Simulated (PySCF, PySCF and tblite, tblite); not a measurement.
# C₆H₉B: conformers and averaged spectra, part 2 of 2

PySCF and tblite. Atoms count from 0. The steps go on from the part before.

## (8) Couplings, conformer 2: B3LYP/6-31G*+pcJ-1

The job: settings as JSON, then the geometry in Å.

```
{"job": {"xc": "B3LYP", "basis": {"default": "6-31G*", "H": "pcJ-1", "B": "pcJ-1"}, "nuclei": ["H", "F", "P", "Si", "B"], "kind": "j"}, "charge": 0, "multiplicity": 1}
C      2.178023    -1.247552     0.306753
C      0.865293    -1.208627     0.526843
B     -0.042777     0.025196     0.252153
C     -1.568411    -0.169156     0.013585
C     -2.131266    -1.297926    -0.413396
C      0.575367     1.453067     0.214010
C      0.041528     2.494735    -0.420984
H      2.712137    -0.392418    -0.076855
H      2.775108    -2.131764     0.475716
H      0.404139    -2.120309     0.894768
H     -2.230063     0.677039     0.172717
H     -3.190925    -1.390360    -0.601744
H     -1.544972    -2.180740    -0.614741
H      1.525924     1.619500     0.711901
H      0.513830     3.465666    -0.454796
H     -0.890534     2.412592    -0.957780
```

The program printed:

```text
coarse grid: 13184 points
cycle   1  E = -258.8240189309  dE =  6.373e-01  |g| = 5.201e-01  |ddm| = 3.358e+00
cycle   2  E = -258.7951024975  dE =  2.892e-02  |g| = 6.053e-01  |ddm| = 1.157e+00
cycle   3  E = -258.8962867277  dE = -1.012e-01  |g| = 1.537e-01  |ddm| = 7.240e-01
cycle   4  E = -258.9027149441  dE = -6.428e-03  |g| = 2.564e-02  |ddm| = 1.367e-01
cycle   5  E = -258.9028899841  dE = -1.750e-04  |g| = 4.225e-03  |ddm| = 2.271e-02
cycle   6  E = -258.9028948500  dE = -4.866e-06  |g| = 7.373e-04  |ddm| = 4.628e-03
final grid: 126808 points
cycle   7  E = -258.8606405332  dE = -5.089e-05  |g| = 8.048e-03  |ddm| = 2.837e-02
cycle   8  E = -258.8606366611  dE =  3.872e-06  |g| = 8.849e-03  |ddm| = 1.372e-02
cycle   9  E = -258.8606573118  dE = -2.065e-05  |g| = 1.565e-03  |ddm| = 7.545e-03
cycle  10  E = -258.8606579702  dE = -6.584e-07  |g| = 3.875e-04  |ddm| = 1.636e-03
cycle  11  E = -258.8606580109  dE = -4.066e-08  |g| = 5.548e-05  |ddm| = 3.377e-04
cycle  12  E = -258.8606580115  dE = -6.411e-10  |g| = 2.713e-05  |ddm| = 6.771e-05
converged SCF energy = -258.8606580115

Indirect spin-spin couplings (Hz)
  i      j    bonds     total        FC       PSO       DSO        SD
  2 B    7 H    3      5.923     5.932    -0.052     0.060    -0.017
  2 B    8 H    3      9.373     9.586     0.372    -0.534    -0.051
  2 B    9 H    2      1.799     2.241    -0.195    -0.243    -0.004
  2 B   10 H    2      1.797     2.239    -0.195    -0.243    -0.004
  2 B   11 H    3      9.374     9.587     0.372    -0.534    -0.051
  2 B   12 H    3      5.920     5.929    -0.052     0.059    -0.017
  2 B   13 H    2      1.776     2.218    -0.195    -0.243    -0.004
  2 B   14 H    3      9.374     9.587     0.372    -0.534    -0.050
  2 B   15 H    3      5.912     5.921    -0.051     0.059    -0.017
  7 H    8 H    2      2.374     3.141     2.709    -3.476         -
  7 H    9 H    3     19.408    21.058     1.611    -3.261         -
  7 H   10 H    5     -0.232    -0.001     0.691    -0.922         -
  7 H   13 H    5      0.415    -0.238    -1.388     2.041         -
  8 H    9 H    3     14.535    15.114     0.017    -0.596         -
  8 H   11 H    6     -0.164     0.123     0.576    -0.864         -
  8 H   13 H    5     -0.364    -0.100     0.529    -0.793         -
  8 H   14 H    6     -0.164     0.123     0.576    -0.864         -
  9 H   10 H    4     -0.567    -0.215     0.911    -1.262         -
  9 H   11 H    5     -0.363    -0.099     0.529    -0.793         -
  9 H   12 H    5      0.417    -0.235    -1.387     2.039         -
  9 H   13 H    4     -0.568    -0.216     0.910    -1.262         -
  9 H   15 H    5     -0.232    -0.000     0.691    -0.922         -
 10 H   11 H    3     14.537    15.117     0.017    -0.597         -
 10 H   12 H    3     19.408    21.058     1.611    -3.261         -
 10 H   13 H    4     -0.568    -0.216     0.911    -1.263         -
 10 H   14 H    5     -0.365    -0.101     0.528    -0.793         -
 10 H   15 H    5      0.413    -0.239    -1.387     2.039         -
 11 H   12 H    2      2.359     3.126     2.709    -3.475         -
 11 H   14 H    6     -0.163     0.124     0.576    -0.864         -
 12 H   13 H    5     -0.232    -0.001     0.690    -0.922         -
 13 H   14 H    3     14.547    15.126     0.016    -0.594         -
 13 H   15 H    3     19.411    21.061     1.611    -3.261         -
 14 H   15 H    2      2.364     3.130     2.709    -3.476         -
```

Wall time 29 s (1 thread of Arm Neoverse V1, shared host); peak memory 0.97 GiB.

In short: HOMO -7.22 eV, LUMO -2.00 eV; dipole 0.25 D.

## (9) Excited states, conformer 1: B3LYP/def2-SVPD in methanol

The job: settings as JSON, then the geometry in Å.

```
{"job": {"xc": "B3LYP", "basis": "def2-SVPD", "nstates": 6, "ntriplets": 0, "solvent": "methanol", "kind": "uv"}, "charge": 0, "multiplicity": 1}
C      2.761909    -0.085360     0.214935
C      1.711462     0.714740     0.039067
B      0.222506     0.259132     0.040318
C     -0.881221     1.353902     0.011034
C     -2.107860     1.191530    -0.481272
C     -0.151086    -1.249326     0.071210
C     -1.208507    -1.758023     0.699401
H      2.645502    -1.146671     0.367024
H      3.779521     0.277095     0.226004
H      1.921452     1.772379    -0.095442
H     -0.628261     2.344040     0.381210
H     -2.838675     1.986632    -0.511218
H     -2.423529     0.248746    -0.899352
H      0.506647    -1.954362    -0.428754
H     -1.424703    -2.816325     0.721541
H     -1.892755    -1.129186     1.246864
```

The program printed:

```text
coarse grid: 13184 points
cycle   1  E = -258.5582815691  dE =  5.678e-01  |g| = 4.739e-01  |ddm| = 7.840e+00
cycle   2  E = -258.5399044231  dE =  1.838e-02  |g| = 5.393e-01  |ddm| = 2.043e+00
cycle   3  E = -258.6230806098  dE = -8.318e-02  |g| = 9.359e-02  |ddm| = 1.044e+00
cycle   4  E = -258.6251788786  dE = -2.098e-03  |g| = 3.263e-02  |ddm| = 1.664e-01
cycle   5  E = -258.6254642322  dE = -2.854e-04  |g| = 4.053e-03  |ddm| = 6.475e-02
cycle   6  E = -258.6254689221  dE = -4.690e-06  |g| = 1.027e-03  |ddm| = 1.152e-02
final grid: 126808 points
cycle   7  E = -258.6794599574  dE = -4.957e-05  |g| = 6.266e-03  |ddm| = 1.718e-01
cycle   8  E = -258.6794575221  dE =  2.435e-06  |g| = 7.008e-03  |ddm| = 2.560e-02
cycle   9  E = -258.6794707392  dE = -1.322e-05  |g| = 7.796e-04  |ddm| = 1.195e-02
cycle  10  E = -258.6794708879  dE = -1.487e-07  |g| = 2.822e-04  |ddm| = 1.790e-03
cycle  11  E = -258.6794709091  dE = -2.116e-08  |g| = 4.959e-05  |ddm| = 4.611e-04
cycle  12  E = -258.6794709096  dE = -5.152e-10  |g| = 2.497e-05  |ddm| = 1.294e-04
converged SCF energy = -258.6794709096

Static polarisability (au): isotropic 125.956, principal 85.942 122.931 168.996

Singlet excitations
state   eV       nm        f      main configurations
  1   4.5350    273.4   0.08641   H->L 0.56, H-1->L 0.37
  2   4.7455    261.3   0.16180   H-2->L 0.44, H-1->L 0.27, H->L 0.19
  3   4.8758    254.3   0.23860   H-2->L 0.39, H-1->L 0.27, H->L 0.21
  4   5.2302    237.1   0.02731   H-4->L 0.85
  5   5.5899    221.8   0.02226   H-3->L 0.71, H-2->L 0.14
  6   6.4198    193.1   0.02697   H->L+1 0.54, H-1->L+1 0.36
```

It took 26 s on 1 thread of Arm Neoverse V1, shared host; peak memory 0.98 GiB.

This run: HOMO -7.46 eV, LUMO -2.23 eV; dipole 0.26 D; S1 4.54 eV.

## (10) Excited states, conformer 2: B3LYP/def2-SVPD in methanol

The job: settings as JSON, then the geometry in Å.

```
{"job": {"xc": "B3LYP", "basis": "def2-SVPD", "nstates": 6, "ntriplets": 0, "solvent": "methanol", "kind": "uv"}, "charge": 0, "multiplicity": 1}
C      2.178023    -1.247552     0.306753
C      0.865293    -1.208627     0.526843
B     -0.042777     0.025196     0.252153
C     -1.568411    -0.169156     0.013585
C     -2.131266    -1.297926    -0.413396
C      0.575367     1.453067     0.214010
C      0.041528     2.494735    -0.420984
H      2.712137    -0.392418    -0.076855
H      2.775108    -2.131764     0.475716
H      0.404139    -2.120309     0.894768
H     -2.230063     0.677039     0.172717
H     -3.190925    -1.390360    -0.601744
H     -1.544972    -2.180740    -0.614741
H      1.525924     1.619500     0.711901
H      0.513830     3.465666    -0.454796
H     -0.890534     2.412592    -0.957780
```

The program printed:

```text
coarse grid: 13184 points
cycle   1  E = -258.5578221376  dE =  5.664e-01  |g| = 4.744e-01  |ddm| = 7.254e+00
cycle   2  E = -258.5392850344  dE =  1.854e-02  |g| = 5.400e-01  |ddm| = 2.062e+00
cycle   3  E = -258.6225872100  dE = -8.330e-02  |g| = 9.755e-02  |ddm| = 1.081e+00
cycle   4  E = -258.6249206795  dE = -2.333e-03  |g| = 3.108e-02  |ddm| = 1.617e-01
cycle   5  E = -258.6251800899  dE = -2.594e-04  |g| = 3.469e-03  |ddm| = 5.536e-02
cycle   6  E = -258.6251836700  dE = -3.580e-06  |g| = 6.703e-04  |ddm| = 1.060e-02
final grid: 126808 points
cycle   7  E = -258.6792965228  dE = -5.085e-05  |g| = 6.524e-03  |ddm| = 2.153e-01
cycle   8  E = -258.6792942082  dE =  2.315e-06  |g| = 7.220e-03  |ddm| = 2.475e-02
cycle   9  E = -258.6793082499  dE = -1.404e-05  |g| = 7.903e-04  |ddm| = 1.173e-02
cycle  10  E = -258.6793084093  dE = -1.594e-07  |g| = 2.517e-04  |ddm| = 1.563e-03
cycle  11  E = -258.6793084265  dE = -1.720e-08  |g| = 3.158e-05  |ddm| = 4.439e-04
cycle  12  E = -258.6793084267  dE = -2.073e-10  |g| = 1.674e-05  |ddm| = 1.187e-04
converged SCF energy = -258.6793084267

Static polarisability (au): isotropic 126.023, principal 84.964 146.521 146.582

Singlet excitations
state   eV       nm        f      main configurations
  1   4.6043    269.3   0.18500   H->L 0.84, H-4->L 0.13
  2   4.6057    269.2   0.18521   H-1->L 0.84, H-3->L 0.13
  3   4.9574    250.1   0.06453   H-3->L 0.85, H-1->L 0.13
  4   4.9594    250.0   0.06450   H-4->L 0.85, H->L 0.13
  5   5.4919    225.8   0.00528   H-2->L 0.92
  6   6.5683    188.8   0.00006   H->L+2 0.39, H-1->L+1 0.39, H-5->L 0.13
```

Wall time 26 s (1 thread of Arm Neoverse V1, shared host); peak memory 0.99 GiB.

This run: HOMO -7.51 eV, LUMO -2.30 eV; dipole 0.34 D; S1 4.60 eV.

## (11) Boltzmann average: properties at wB97X-D/pcSseg-1 in methanol

The job: settings as JSON, then the geometry in Å.

```
{"job": {"study": "conf", "smiles": "C=CB(C=C)C=C", "search": {"seed": 1663, "n_embed": 150, "ff_keep": 22, "window": 3.0, "nmax": 6, "temps": [250, 273.15, 298.15, 323.15, 373.15], "t_ref": 298.15, "order": 0.001}, "level": {"nmr": {"xc": "wB97X-D", "basis": "pcSseg-1", "solvent": "methanol"}, "sp": {"xc": "PBE0", "basis": "def2-SVP", "solvent": "methanol"}, "j": {"xc": "B3LYP", "basis": {"default": "6-31G*", "H": "pcJ-1", "B": "pcJ-1"}, "nuclei": ["H", "F", "P", "Si", "B"]}, "uv": {"xc": "B3LYP", "basis": "def2-SVPD", "nstates": 6, "ntriplets": 0, "solvent": "methanol"}}, "kind": "conf"}, "charge": 0, "multiplicity": 1}
C      2.761909    -0.085360     0.214935
C      1.711462     0.714740     0.039067
B      0.222506     0.259132     0.040318
C     -0.881221     1.353902     0.011034
C     -2.107860     1.191530    -0.481272
C     -0.151086    -1.249326     0.071210
C     -1.208507    -1.758023     0.699401
H      2.645502    -1.146671     0.367024
H      3.779521     0.277095     0.226004
H      1.921452     1.772379    -0.095442
H     -0.628261     2.344040     0.381210
H     -2.838675     1.986632    -0.511218
H     -2.423529     0.248746    -0.899352
H      0.506647    -1.954362    -0.428754
H     -1.424703    -2.816325     0.721541
H     -1.892755    -1.129186     1.246864
```

The program printed:

```text
conformer  sym    E(xTB)   E(DFT)   G(298.15 K)  weight  dipole/D
    1     C1      0.000    0.000    0.000   0.8438    0.267
    2     C3      0.273    0.328    0.999   0.1562    0.345

mean shielding (ppm) by class
class atoms           250 K   273.15 K   298.15 K   323.15 K   373.15 K
  0 C  0,4,6         34.447      34.45     34.453     34.455     34.459
  1 C  1,3,5          37.34     37.341     37.341     37.342     37.342
  2 B  2             47.044     47.054     47.063     47.071     47.082
  3 H  7,12,15       25.142     25.141     25.141      25.14     25.139
  4 H  8,11,14       24.906     24.906     24.906     24.905     24.905
  5 H  9,10,13       24.596     24.596     24.595     24.595     24.595
```

Run time: 3.1 min. Hardware: 1 thread of Arm Neoverse V1, shared host. This counts the runs that the step sums up.

The search (ETKDG and KDG, UFF, GFN2-xTB) embedded 150 structures, kept 2 distinct ones after the force field and 2 after xTB; 2 were carried on (window 3.0 kcal/mol at the search's own energies). Energies: PBE0/def2-SVP in methanol with D3(BJ).

Conformer by conformer (298 K):

```
no.  group  mirror pair  ΔE xTB  ΔE DFT    ΔG  weight (%)  μ (D)  C0–C1–B2–C3 (°)  C1–B2–C3–C4 (°)  C1–B2–C5–C6 (°)     A, B, C (GHz)
  1     C1          yes    0.00    0.00  0.00        84.4   0.27              172              153              145  3.60, 1.94, 1.30
  2     C3          yes    0.27    0.33  1.00        15.6   0.34              156              -23              157  2.51, 2.50, 1.29
```

Energies in kcal/mol. ΔG holds xTB vibrations and rotation, symmetry numbers and mirror pairs.

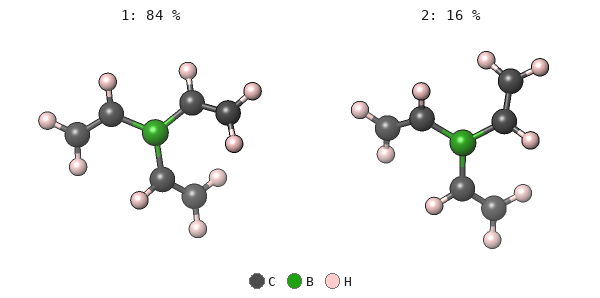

The conformers with their weights.

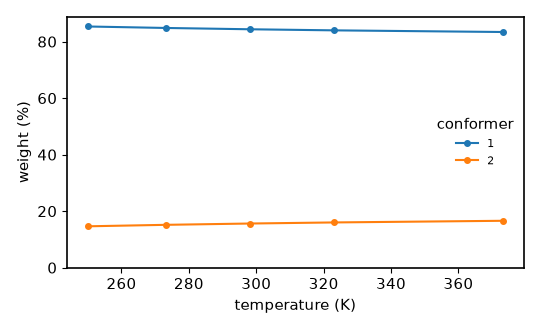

Weights against temperature.

How the weights hang on the way they are made:

```
                      scheme    1   2  mean μ (D)
             DFT free energy   84  16        0.28
DFT energy, symmetry counted   84  16        0.28
            DFT energy alone   63  37        0.29
xTB energy, symmetry counted   83  17        0.28
             xTB free energy   83  17        0.28
       lowest conformer only  100   0        0.27
               equal weights   50  50        0.31
```

Shifts against references run at the same level (¹H TMS 31.81, ¹³C TMS 188.0 ppm of shielding), by class of atoms, at 298 K:

```
       atoms                         environment     no. 1     no. 2   average
  C0, C4, C6                terminal =CH2 carbon     153.6     153.0     153.5
  C1, C3, C5                           alkene CH     150.7     150.6     150.6
H9, H10, H13            hydrogen on an alkene CH      7.20      7.27      7.21
H8, H11, H14  hydrogen on a terminal =CH2 carbon      6.89      6.95      6.90
H7, H12, H15  hydrogen on a terminal =CH2 carbon      6.64      6.80      6.67
          B2                 boron bonded to 3 C  46.8 (σ)  48.7 (σ)  47.1 (σ)
```

Couplings (Hz, B3LYP/6-31G*+pcJ-1; one pair named for each class), from conformers that hold 100 % of the weight:

```
 pair  bonds  no. 1  no. 2  average
H7–H8      2    2.8    2.4      2.7
B2–H9      2    2.0    1.8      2.0
H7–H9      3   18.9   19.4     19.0
H8–H9      3   14.3   14.5     14.3
B2–H8      3    9.5    9.4      9.5
B2–H7      3    5.9    5.9      5.9
```

Effective distances for nuclear Overhauser effects, ⟨r⁻⁶⟩^(−1/6) over all pairs of two classes (Å): H7···H8 2.19; H8···H9 2.87; H7···H9 3.06.

Lowest and brightest singlet by conformer (B3LYP/def2-SVPD in methanol): no. 1 4.54 and 4.88 eV; no. 2 4.60 and 4.61 eV.

## (12) What came out

The summary covers parts 1 to 2.

| quantity | value |
| --- | --- |
| conformers | 2; the first in weight is no. 1 (C1), 84 % at 298 K |
| root-mean-square dipole | 0.28 D |
| averaged ¹³C shifts (wB97X-D/pcSseg-1 in methanol) | 153.5, 150.6 ppm |
| averaged ¹H shifts (wB97X-D/pcSseg-1 in methanol) | 7.21, 6.90, 6.67 ppm |

**Reading.** Conformer 1 leads with 84 % at 298 K, and its share goes from 85 % at 250 K to 83 % at 373 K. Among conformers over 5 %, H7, H12, H15 differ by 0.15 ppm, while the average moves by 0.00 ppm from 250 to 373 K.
